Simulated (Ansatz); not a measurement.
## Ca on Hf(0001): change of the work function

Wanted: Δφ(θ) for Ca/Hf(0001), starting from the fcc site.

Method: plane-wave DFT, PBE, Ansatz PAW, in Ansatz 0.2.0.

## 1. Set-up

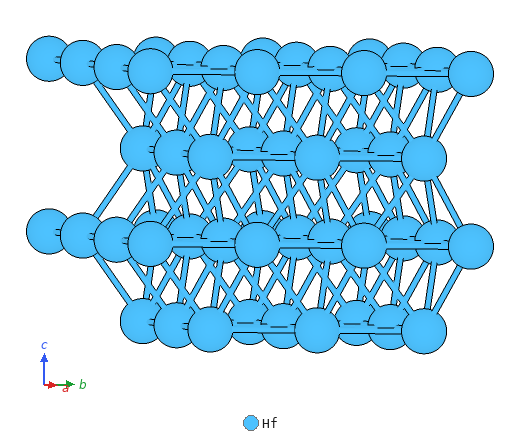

The cell as given, from the side, with the c axis up (hafnium blue). 3×3×1 cells are drawn. Some periodic images of atoms are drawn too.

The cell holds 4 atoms: 4 Hf. Cell: a = 3.200 Å, b = 3.200 Å, c = 25.594 Å, α = 90.0°, β = 90.0°, γ = 60.0°. Vacuum lies along c.

As a file:

```cif
data_structure
_symmetry_space_group_name_H-M 'P 1'
_symmetry_Int_Tables_number 1
_cell_length_a 3.2000
_cell_length_b 3.2000
_cell_length_c 25.5936
_cell_angle_alpha 90.000
_cell_angle_beta 90.000
_cell_angle_gamma 60.000
_cell_volume 226.97
loop_
_atom_site_label
_atom_site_type_symbol
_atom_site_fract_x
_atom_site_fract_y
_atom_site_fract_z
_atom_site_occupancy
Hf1 Hf 0.66667 0.66667 0.35165 1
Hf2 Hf 0.00000 0.00000 0.45055 1
Hf3 Hf 0.66667 0.66667 0.54945 1
Hf4 Hf 0.00000 0.00000 0.64835 1
```

## 2. The clean slab

The bare slab comes first, as the zero from which every change is counted. The two lowest layers are held at bulk places and the upper ones relax. The dipole correction removes the false field that a one-sided slab makes across the periodic vacuum, so each face gets a flat vacuum level of its own.

Input file input.yaml:

```yaml
crystal:
  lattice:
    - [3.2, 0.0, 0.0]
    - [1.6, 2.7712812921, 0.0]
    - [0.0, 0.0, 25.5936]
  atoms:
    - { symbol: Hf, position: [0.6666666667, 0.6666666667, 0.3516504126] }
    - { symbol: Hf, position: [0.0, 0.0, 0.4505501375] }
    - { symbol: Hf, position: [0.6666666667, 0.6666666667, 0.5494498625] }
    - { symbol: Hf, position: [0.0, 0.0, 0.6483495874] }
kpoints:
  mp_grid: { grid: [12, 12, 1] }
hamiltonian:
  xc: pbe
scf:
  occupations: { method: fermi_dirac, width: 0.1 }
  convergence: { dr2_threshold: 1.0e-08 }
efield:
  axis: 3
  dipole_correction: true
  ramp_position: 0.97
  ramp_width: 0.06
relax:
  f_tol: 0.02
  max_steps: 60
  constraints: [{ sites: [0, 1] }]
output:
  write_potential: true
  write_density: true
  volumetric_format: npy
```

Run with:

```console
> ansatz run input.yaml --threads 4 --pin off --max-ram 16384MiB --backend cpu --events-out ev --progress --plain --runs-dir out
```

Numbers of over 12 decimals in the logs are rounded to 6 here.

Output:

```text
Engine: ansatz 0.2.0, aarch64-unknown-linux-gnu
Pseudopotentials: kind: paw
Pseudopotential: Hf, paw, valence charge 26, recommended cutoff 420 eV (normal), Hf.paw.azcp
Functional definition: PBE
  parameter kappa = 0.804
  parameter beta = 0.066725
  exchange = pbe_x(kappa = kappa, mu = beta*pi^2/3)
  correlation = pbe_c(beta = beta)
Crystal: 4 atoms, lattice volume = 226.967 Å³
Basis set: ecut = 420 eV, 4501 PW (Γ), exchange–correlation on 48×48×360 points (8 copies of the dense FFT grid, shifted against one another)
Bands: 63, of which v1, the nominal top of the filled ones, is band 52 counted from 1 (51 counted from 0)
Symmetry: 6 space group operations
k-points: 19 of 144 (time reversal used)
Non-local potential: Hf, projectors of the file, l = 0: 3, l = 1: 2, l = 2: 2, l = 3: 3
PAW form: soft (Blöchl's): semilocal exchange-correlation on the pseudo side does not see the compensation charge
PAW one-centre angular grid: Hf, 590 points (default); XC on 64 Gauss nodes
Initial density: superposition of atomic densities (neutral atoms: chi_scale 0, normalization atom), corrected by the library's trained network
Initial wavefunctions: pseudopotential atomic-orbital guess
Functional: x = pbe(κ = 0.804, μ = 0.219515), c = pbe(β = 0.066725)
SCF iter   1: F=—  HF=-62883.574226 eV  |F-HF|=—  |Δ(HF+E_count)|=         —  Δρ=6.91e-3  dr2=2.48e0  ethr=1.77e-3  p=0.000 e·Å  D=2.71e-14 V/Å  ΔV_dip=-0.00 eV  dr2_dipole=5.24e-7  V_vac-E_F(+/−)=4.47/4.47 eV  ⟨swp⟩=5.7  Hψ=3956  notcnv=0
efield: sawtooth ramp at fractional position 0.9700 (set: `efield.ramp_position`, or a place that a band, a saddle search or an elastic batch's reference lends), width 0.0600; the density the first Hamiltonian is built on has a dipole p = 0.000 e·Å; the dipole correction subtracts the counter field D = 2.71e-14 V/Å, which shifts the + side's vacuum level by -0.00 eV against the − side's; the planar-averaged density in the ramp window peaks in size at 2.6e-5 e/Å³
preconditioner: auto → LDOS  [metal: Δε(μ)=0.011 eV  Ē_g=17.068 eV  σ=0.100 eV  W_gap=0.03  n_scr=60 (ndim 8)  ℏωp=24.1 eV  f_vac=0.553  D(μ)=6.26/eV (n_scr^D=18)  β→1.0]
SCF iter   2: F=—  HF=-62883.510512 eV  |F-HF|=—  |Δ(HF+E_count)|=   6.37e-2  Δρ=2.12e-3  dr2=5.30e-2  ethr=1.77e-3  p=-0.000 e·Å  D=-3.82e-6 V/Å  ΔV_dip=0.00 eV  dr2_dipole=6.74e-7  V_vac-E_F(+/−)=4.35/4.35 eV  ⟨swp⟩=2.1  Hψ=1531  notcnv=0  defer=7
SCF iter   3: F=—  HF=-62883.507732 eV  |F-HF|=—  |Δ(HF+E_count)|=   2.78e-3  Δρ=1.29e-3  dr2=1.82e-2  ethr=5.10e-5  p=0.000 e·Å  D=2.75e-6 V/Å  ΔV_dip=-0.00 eV  dr2_dipole=1.17e-7  V_vac-E_F(+/−)=4.38/4.38 eV  ⟨swp⟩=2.0  Hψ=2304  notcnv=0  defer=7
SCF iter   4: F=—  HF=-62883.506374 eV  |F-HF|=—  |Δ(HF+E_count)|=   1.36e-3  Δρ=3.13e-4  dr2=1.35e-3  ethr=1.75e-5  p=0.000 e·Å  D=1.63e-6 V/Å  ΔV_dip=-0.00 eV  dr2_dipole=2.59e-8  V_vac-E_F(+/−)=4.37/4.37 eV  ⟨swp⟩=1.8  Hψ=1505  notcnv=0  defer=7
SCF iter   5: F=—  HF=-62883.506585 eV  |F-HF|=—  |Δ(HF+E_count)|=   2.11e-4  Δρ=1.18e-4  dr2=3.29e-5  ethr=1.30e-6  p=0.000 e·Å  D=8.47e-7 V/Å  ΔV_dip=-0.00 eV  dr2_dipole=1.09e-8  V_vac-E_F(+/−)=4.36/4.36 eV  ⟨swp⟩=1.8  Hψ=1734  notcnv=0  defer=7
SCF iter   6: F=—  HF=-62883.506637 eV  |F-HF|=—  |Δ(HF+E_count)|=   5.19e-5  Δρ=4.63e-5  dr2=7.25e-6  ethr=3.16e-8  p=0.000 e·Å  D=5.79e-7 V/Å  ΔV_dip=-0.00 eV  dr2_dipole=1.52e-8  V_vac-E_F(+/−)=4.36/4.36 eV  ⟨swp⟩=2.2  Hψ=2138  notcnv=0  defer=7
SCF iter   7: F=—  HF=-62883.506507 eV  |F-HF|=—  |Δ(HF+E_count)|=   1.30e-4  Δρ=1.59e-5  dr2=7.02e-7  ethr=6.97e-9  p=0.000 e·Å  D=3.08e-7 V/Å  ΔV_dip=-0.00 eV  dr2_dipole=4.33e-9  V_vac-E_F(+/−)=4.36/4.36 eV  ⟨swp⟩=2.1  Hψ=2094  notcnv=0  defer=7
SCF iter   8: F=—  HF=-62883.506508 eV  |F-HF|=—  |Δ(HF+E_count)|=   1.20e-6  Δρ=6.71e-6  dr2=1.23e-7  ethr=6.75e-10  p=0.000 e·Å  D=2.18e-7 V/Å  ΔV_dip=-0.00 eV  dr2_dipole=8.53e-10  V_vac-E_F(+/−)=4.36/4.36 eV  ⟨swp⟩=2.1  Hψ=2101  notcnv=0  defer=7
SCF iter   9: F=—  HF=-62883.506508 eV  |F-HF|=—  |Δ(HF+E_count)|=   2.68e-7  Δρ=2.35e-6  dr2=1.92e-8  ethr=1.18e-10  p=0.000 e·Å  D=1.16e-7 V/Å  ΔV_dip=-0.00 eV  dr2_dipole=6.93e-14  V_vac-E_F(+/−)=4.36/4.36 eV  ⟨swp⟩=2.1  Hψ=2128  notcnv=0  defer=7
SCF iter  10: F=-62883.506508 eV  HF=-62883.506508 eV  |F-HF|=1.14e-8  |Δ(HF+E_count)|=   5.79e-8  Δρ=9.35e-7  dr2=3.60e-9  ethr=9.62e-12  p=0.000 e·Å  D=6.53e-8 V/Å  ΔV_dip=-0.00 eV  dr2_dipole=3.71e-14  V_vac-E_F(+/−)=4.36/4.36 eV  ⟨swp⟩=9.3  Hψ=8899  notcnv=0
SCF 1 converged in 10 iterations: F = -62883.506508 eV  dr2 = 3.60e-9
  greatest PAW one-centre occupation: 0.999 electrons in one spin orbital (limit 2), on the Hf atom at site 0 (counted from 0), in its partial waves of l = 0
relax step   1: F+E_penalty+E_count = -62883.50650814 eV  Δ(F+E_penalty+E_count) = +0.000e0 eV  max|allowed force component| = 8.192e-1 eV/Å  Δτ_max = 0.0000 Å  (10 SCF iters, accepted)
Initial density: handed on by an earlier stage of this run
Initial wavefunctions: those handed on with the density
SCF iter   1: F=—  HF=-62883.670937 eV  |F-HF|=—  |Δ(HF+E_count)|=         —  Δρ=9.48e-3  dr2=3.84e0  ethr=3.10e-3  p=0.000 e·Å  D=6.60e-8 V/Å  ΔV_dip=-0.00 eV  dr2_dipole=9.17e-1  V_vac-E_F(+/−)=4.38/4.38 eV  ⟨swp⟩=4.2  Hψ=2490  notcnv=0  defer=4
efield: sawtooth ramp at fractional position 0.9700 (set: `efield.ramp_position`, or a place that a band, a saddle search or an elastic batch's reference lends), width 0.0600; the density the first Hamiltonian is built on has a dipole p = 0.000 e·Å; the dipole correction subtracts the counter field D = 6.60e-8 V/Å, which shifts the + side's vacuum level by -0.00 eV against the − side's; the planar-averaged density in the ramp window peaks in size at 1.4e-7 e/Å³
preconditioner: auto → LDOS  [metal: Δε(μ)=0.008 eV  Ē_g=17.092 eV  σ=0.100 eV  W_gap=0.02  n_scr=60 (ndim 8)  ℏωp=24.1 eV  f_vac=0.557  D(μ)=5.33/eV (n_scr^D=16)  β→1.0]
SCF iter   2: F=—  HF=-62883.538296 eV  |F-HF|=—  |Δ(HF+E_count)|=   1.33e-1  Δρ=5.98e-3  dr2=4.50e-1  ethr=3.10e-3  p=0.009 e·Å  D=7.20e-3 V/Å  ΔV_dip=-0.18 eV  dr2_dipole=3.63e-2  V_vac-E_F(+/−)=4.18/4.36 eV  ⟨swp⟩=2.5  Hψ=1712  notcnv=0  defer=10
SCF iter   3: F=—  HF=-62883.508561 eV  |F-HF|=—  |Δ(HF+E_count)|=   2.97e-2  Δρ=2.78e-3  dr2=4.73e-2  ethr=4.33e-4  p=0.006 e·Å  D=4.46e-3 V/Å  ΔV_dip=-0.11 eV  dr2_dipole=3.42e-5  V_vac-E_F(+/−)=4.27/4.38 eV  ⟨swp⟩=3.0  Hψ=2355  notcnv=0  defer=10
[...]
SCF iter   7: F=—  HF=-62883.565817 eV  |F-HF|=—  |Δ(HF+E_count)|=   2.18e-6  Δρ=1.74e-5  dr2=7.22e-7  ethr=1.52e-8  p=0.002 e·Å  D=1.44e-3 V/Å  ΔV_dip=-0.04 eV  dr2_dipole=8.37e-8  V_vac-E_F(+/−)=4.34/4.38 eV  ⟨swp⟩=2.1  Hψ=2209  notcnv=0  defer=8
SCF iter   8: F=—  HF=-62883.565680 eV  |F-HF|=—  |Δ(HF+E_count)|=   1.37e-4  Δρ=6.75e-6  dr2=4.18e-7  ethr=6.94e-10  p=0.002 e·Å  D=1.36e-3 V/Å  ΔV_dip=-0.03 eV  dr2_dipole=1.31e-7  V_vac-E_F(+/−)=4.34/4.38 eV  ⟨swp⟩=2.2  Hψ=2159  notcnv=0  defer=8
SCF iter   9: F=—  HF=-62883.565680 eV  |F-HF|=—  |Δ(HF+E_count)|=   1.20e-7  Δρ=2.37e-6  dr2=6.97e-8  ethr=4.02e-10  p=0.002 e·Å  D=1.34e-3 V/Å  ΔV_dip=-0.03 eV  dr2_dipole=2.16e-8  V_vac-E_F(+/−)=4.34/4.38 eV  ⟨swp⟩=2.3  Hψ=1598  notcnv=0  defer=8
SCF iter  10: F=—  HF=-62883.565680 eV  |F-HF|=—  |Δ(HF+E_count)|=   2.58e-8  Δρ=9.36e-7  dr2=2.09e-8  ethr=6.70e-11  p=0.002 e·Å  D=1.33e-3 V/Å  ΔV_dip=-0.03 eV  dr2_dipole=7.64e-9  V_vac-E_F(+/−)=4.34/4.38 eV  ⟨swp⟩=2.1  Hψ=1661  notcnv=0  defer=8
SCF iter  11: F=-62883.565680 eV  HF=-62883.565680 eV  |F-HF|=6.62e-10  |Δ(HF+E_count)|=   3.39e-9  Δρ=3.51e-7  dr2=1.45e-9  ethr=9.62e-12  p=0.002 e·Å  D=1.32e-3 V/Å  ΔV_dip=-0.03 eV  dr2_dipole=2.40e-10  V_vac-E_F(+/−)=4.34/4.38 eV  ⟨swp⟩=9.8  Hψ=9095  notcnv=0
SCF 3 converged in 11 iterations: F = -62883.565680 eV  dr2 = 1.45e-9
relax step   3: F+E_penalty+E_count = -62883.56567999 eV  Δ(F+E_penalty+E_count) = -5.917e-2 eV  max|allowed force component| = 1.717e-1 eV/Å  Δτ_max = 0.0893 Å  (11 SCF iters, accepted)
[...]
relax step   4: F+E_penalty+E_count = -62883.56763627 eV  Δ(F+E_penalty+E_count) = -1.956e-3 eV  max|allowed force component| = 4.706e-2 eV/Å  Δτ_max = 0.0184 Å  (8 SCF iters, accepted)
SCF iter   1: F=—  HF=-62883.568121 eV  |F-HF|=—  |Δ(HF+E_count)|=         —  Δρ=3.45e-4  dr2=2.61e-3  ethr=5.67e-5  p=0.003 e·Å  D=2.04e-3 V/Å  ΔV_dip=-0.05 eV  dr2_dipole=3.65e-5  V_vac-E_F(+/−)=4.33/4.38 eV  ⟨swp⟩=2.0  Hψ=1658  notcnv=0  defer=9
efield: sawtooth ramp at fractional position 0.9700 (set: `efield.ramp_position`, or a place that a band, a saddle search or an elastic batch's reference lends), width 0.0600; the density the first Hamiltonian is built on has a dipole p = 0.003 e·Å; the dipole correction subtracts the counter field D = 2.04e-3 V/Å, which shifts the + side's vacuum level by -0.05 eV against the − side's; the planar-averaged density in the ramp window peaks in size at 1.6e-7 e/Å³
preconditioner: auto → LDOS  [metal: Δε(μ)=0.009 eV  Ē_g=17.042 eV  σ=0.100 eV  W_gap=0.02  n_scr=60 (ndim 8)  ℏωp=24.1 eV  f_vac=0.554  D(μ)=6.18/eV (n_scr^D=18)  β→1.0]
SCF iter   2: F=—  HF=-62883.567979 eV  |F-HF|=—  |Δ(HF+E_count)|=   1.42e-4  Δρ=1.79e-4  dr2=3.66e-4  ethr=2.51e-6  p=0.002 e·Å  D=1.74e-3 V/Å  ΔV_dip=-0.04 eV  dr2_dipole=1.22e-5  V_vac-E_F(+/−)=4.34/4.38 eV  ⟨swp⟩=2.0  Hψ=1515  notcnv=0  defer=9
SCF iter   3: F=—  HF=-62883.567967 eV  |F-HF|=—  |Δ(HF+E_count)|=   1.25e-5  Δρ=8.58e-5  dr2=3.95e-5  ethr=3.52e-7  p=0.002 e·Å  D=1.86e-3 V/Å  ΔV_dip=-0.05 eV  dr2_dipole=3.65e-8  V_vac-E_F(+/−)=4.33/4.38 eV  ⟨swp⟩=2.0  Hψ=2093  notcnv=0  defer=9
SCF iter   4: F=—  HF=-62883.567971 eV  |F-HF|=—  |Δ(HF+E_count)|=   4.31e-6  Δρ=2.41e-5  dr2=7.73e-6  ethr=3.79e-8  p=0.002 e·Å  D=1.84e-3 V/Å  ΔV_dip=-0.05 eV  dr2_dipole=2.66e-6  V_vac-E_F(+/−)=4.33/4.38 eV  ⟨swp⟩=2.0  Hψ=2095  notcnv=0  defer=9
SCF iter   5: F=—  HF=-62883.567835 eV  |F-HF|=—  |Δ(HF+E_count)|=   1.36e-4  Δρ=9.27e-6  dr2=2.80e-7  ethr=7.43e-9  p=0.002 e·Å  D=1.84e-3 V/Å  ΔV_dip=-0.05 eV  dr2_dipole=1.37e-9  V_vac-E_F(+/−)=4.33/4.38 eV  ⟨swp⟩=2.0  Hψ=1657  notcnv=0  defer=9
SCF iter   6: F=—  HF=-62883.567835 eV  |F-HF|=—  |Δ(HF+E_count)|=   7.87e-8  Δρ=3.23e-6  dr2=5.28e-8  ethr=2.69e-10  p=0.002 e·Å  D=1.85e-3 V/Å  ΔV_dip=-0.05 eV  dr2_dipole=4.35e-9  V_vac-E_F(+/−)=4.33/4.38 eV  ⟨swp⟩=2.0  Hψ=2116  notcnv=0  defer=9
SCF iter   7: F=—  HF=-62883.567835 eV  |F-HF|=—  |Δ(HF+E_count)|=   3.57e-8  Δρ=1.30e-6  dr2=1.03e-8  ethr=9.62e-12  p=0.002 e·Å  D=1.86e-3 V/Å  ΔV_dip=-0.05 eV  dr2_dipole=3.94e-10  V_vac-E_F(+/−)=4.33/4.38 eV  ⟨swp⟩=10.3  Hψ=9635  notcnv=0
SCF iter   8: F=-62883.567835 eV  HF=-62883.567835 eV  |F-HF|=5.09e-11  |Δ(HF+E_count)|=   6.89e-9  Δρ=5.25e-7  dr2=1.69e-9  ethr=9.62e-12  p=0.002 e·Å  D=1.86e-3 V/Å  ΔV_dip=-0.05 eV  dr2_dipole=5.32e-10  V_vac-E_F(+/−)=4.33/4.38 eV  ⟨swp⟩=9.7  Hψ=8498  notcnv=0
SCF 5 converged in 8 iterations: F = -62883.567835 eV  dr2 = 1.69e-9
relax step   5: F+E_penalty+E_count = -62883.56783470 eV  Δ(F+E_penalty+E_count) = -1.984e-4 eV  max|allowed force component| = 1.704e-3 eV/Å  Δτ_max = 0.0094 Å  (8 SCF iters, accepted)
NSCF: frozen V_eff on 19 k-points
the band table was solved once a step of the walk had ended and its energy, with any forces and stress, was formed, with the checks that follow a solve (5245 applications of the Hamiltonian). They found nothing against the state; the energy, forces and stress were not computed again (output.eigenvalues in the input reference)
WARN: The output density's exchange-correlation potential varies sharply where the density is thin. Do not read a vacuum level from v_tot or v_xc, or from such a field of the output density. On a cell that repeats whose density bears no net charge and no dipole along the vacuum's axis use v_es (v_loc + v_h of the components); under efield.dipole_correction with no amplitude use v_es + v_field, which holds any externa [...]
SCF converged after 8 iterations
Free energy (F): -62883.567835 eV
Harris-Foulkes:  -62883.567835 eV  (|F-HF|=5.09e-11)
Internal energy: -62883.372085 eV  (E = F + TS)
E sigma→0 (E₀):  -62883.469960 eV
Entropy (-TS):   -0.195750 eV (-48.937 meV/atom)
Fermi energy:    5.322127 eV
Dipole field:    D = 0.001891 V/Å  (p = 0.002372 e·Å, saw-weighted, corrected)
Work function:   Φ+ = 4.3323 eV   Φ− = 4.3807 eV
Levels:          The Fermi level and band energies are counted from a zero that moves with the ramp; work functions are not
--- Per-component energies (eV) ---
  E_band       = -1375.554868
  E_kinetic    = 1692.852933
  E_local      = -198039.683772  (includes V_loc(G=0)·N_el)
  E_nonlocal   = -4977.793772
  E_hartree    = 97660.541322
  E_xc         = -1197.750381
  E_vxc        = -1061.044369  (∫ρ·V_xc dr)
  E_paw        = -27710.418735  (= ΣΔE_a)
  E_vpaw       = 5689.037659  (= ΣTr[D̂ρ^β])
  E_aug_tail   = -0.000005  (compensation charges beyond the density's cutoff)
  E_efield     = 0.000002  (sawtooth field / dipole correction)
  E_vefield    = -0.003193  (∫n·V_field dr)
  E_ewald      = 69688.880323
  E_smearing   = -0.195750  (= −TS)
  E_closure    = -0.000000  (closes the sum)
  Σ components = -62883.567835   (vs F -62883.567835, Δ=0.00e0)
--- Forces (eV/Å), atoms counted from 1 ---
  atom   1  Hf    -0.00000000     0.00000000     0.66028476
  atom   2  Hf     0.00000000    -0.00000000    -0.65727949
  atom   3  Hf    -0.00000000     0.00000000    -0.00130238
  atom   4  Hf     0.00000000    -0.00000000    -0.00170409
  max |Σ_I F_I| component: 1.19e-6 eV/Å
--- Band table (eV; the first three rows and the last of 19) ---
  k-point 0: bands = [... 48 lower, 5.0697, 5.3423, 5.7534, 6.0479, 6.3967, 6.3967, 6.4979, 6.4979, ... 7 higher]
  k-point 1: bands = [... 48 lower, 4.9871, 5.2870, 5.5948, 5.9285, 6.2135, 6.2357, 6.5548, 6.5574, ... 7 higher]
  k-point 2: bands = [... 48 lower, 4.6880, 4.9972, 5.1933, 5.5914, 5.7265, 5.9912, 6.3752, 6.6642, ... 7 higher]
  k-point 18: bands = [... 48 lower, 4.0352, 4.2042, 4.2896, 5.2805, 5.3081, 5.4817, 5.5196, 5.7372, ... 7 higher]
--- Relaxed structure (5 steps of the walk, 4 accepted, 0 SCFs on fresh bases) ---
  F+E_penalty+E_count = -62883.56783470 eV   max|allowed force component| = 1.704e-3 eV/Å
  atoms:
    - { symbol: Hf, position: [0.666667, 0.666667, 0.3516504126] }
    - { symbol: Hf, position: [0.0, 0.0, 0.4505501375] }
    - { symbol: Hf, position: [0.666667, 0.666667, 0.553686] }
    - { symbol: Hf, position: [0, 0, 0.646654] }
```

Wall time 33 s (4 threads of Arm Neoverse V1, shared host); peak memory 0.71 GiB; 2.2 min of CPU time.

The steps of the relaxation:

```tsv
step	energy less that of the first step (eV)	largest force component (eV/Å)
1	0.0000	0.8192
2	0.0064	1.1135
3	-0.0592	0.1717
4	-0.0611	0.0471
5	-0.0613	0.0017
```

Relaxation step 2 was tried and not accepted.

Forces are held to the 6 operations that the run works with; a distortion that breaks them can't arise in this run.

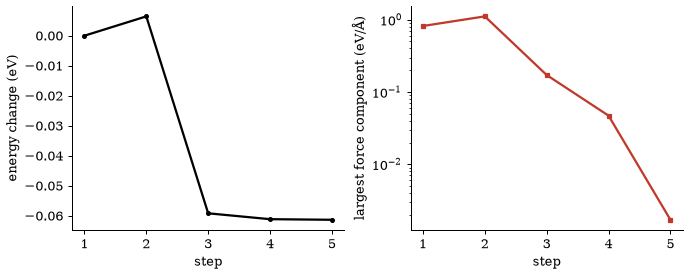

Energy and largest force along the relaxation.

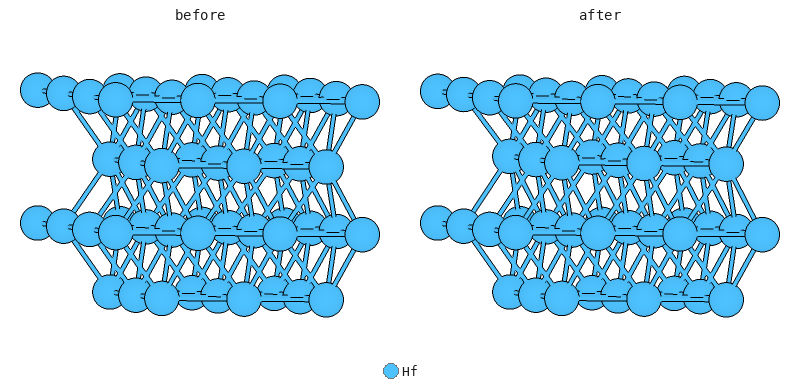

Before and after, at one scale.

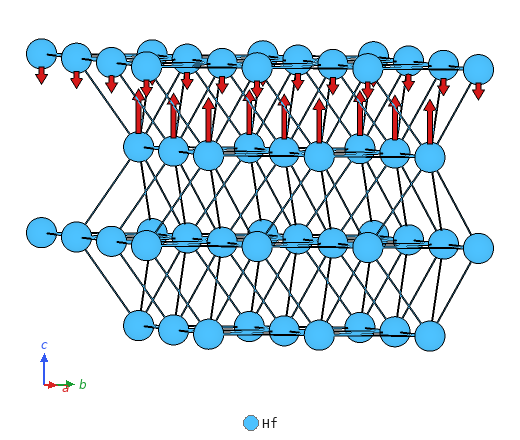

Displacements in the relaxation, exaggerated; the longest in the cell stands for 0.11 Å. 3×3×1 cells are drawn. Some periodic images of atoms are drawn too.

The atoms that moved most (Å):

```tsv
atom	dx	dy	dz	length
Hf3	0.000	0.000	0.108	0.108
Hf4	0.000	0.000	-0.043	0.043
```

Final coordinates:

```cif
data_structure
_symmetry_space_group_name_H-M 'P 1'
_symmetry_Int_Tables_number 1
_cell_length_a 3.2000
_cell_length_b 3.2000
_cell_length_c 25.5936
_cell_angle_alpha 90.000
_cell_angle_beta 90.000
_cell_angle_gamma 60.000
_cell_volume 226.97
loop_
_atom_site_label
_atom_site_type_symbol
_atom_site_fract_x
_atom_site_fract_y
_atom_site_fract_z
_atom_site_occupancy
Hf1 Hf 0.66667 0.66667 0.35165 1
Hf2 Hf 0.00000 0.00000 0.45055 1
Hf3 Hf 0.66667 0.66667 0.55369 1
Hf4 Hf 0.00000 0.00000 0.64665 1
```

Numbers from this step:

- energy at zero smearing: -62883.4700 eV
- work function, upper face: 4.332 eV
- work function, lower face: 4.381 eV
- dipole along the normal: 0.002372 e·Å
- step between the vacuum levels: -0.04841 eV

Running mean over 2.5312 Å of the planar mean; the ramp of the sawtooth is left out. Electron's electrostatic potential energy less the Fermi level against z:

```tsv
z (Å)	electron's electrostatic potential energy less the Fermi level (eV)
3	4.38
4	4.38
5	4.35
6	4.13
7	2.31
8	-4.04
9	-7.41
10	-7.30
11	-7.26
12	-7.07
13	-6.68
14	-7.23
15	-8.07
16	-7.96
17	-6.75
18	-0.937
19	3.51
20	4.24
21	4.32
22	4.33
```

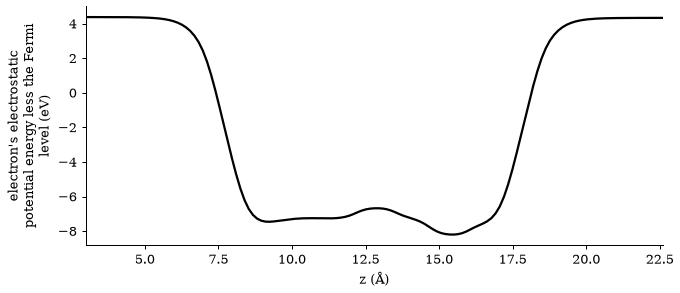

Electron's electrostatic potential energy less the Fermi level, plotted against z.

The relaxation took 5 steps and lowered the energy by 0.061 eV; the largest force on the free atoms ends at 0.0017 eV/Å.

The work function of the upper face is 4.33 eV.

(Continued in part 2 of 3.)

[Logs are printed without paths, hosts, clocks, repeated set-up lines and the standing remarks that a program may print on its own settings, such as how far it seeks lower states.]

[Hosts, paths, dates, database ids (printed as entryN), source tags and the programs' standing remarks are cut or masked in the printed files.]

[Maps of the electrostatic potential energy from Ansatz leave out the sawtooth potential of an applied field or a dipole correction, so their vacuum need not be flat; planar profiles and work functions include it.]
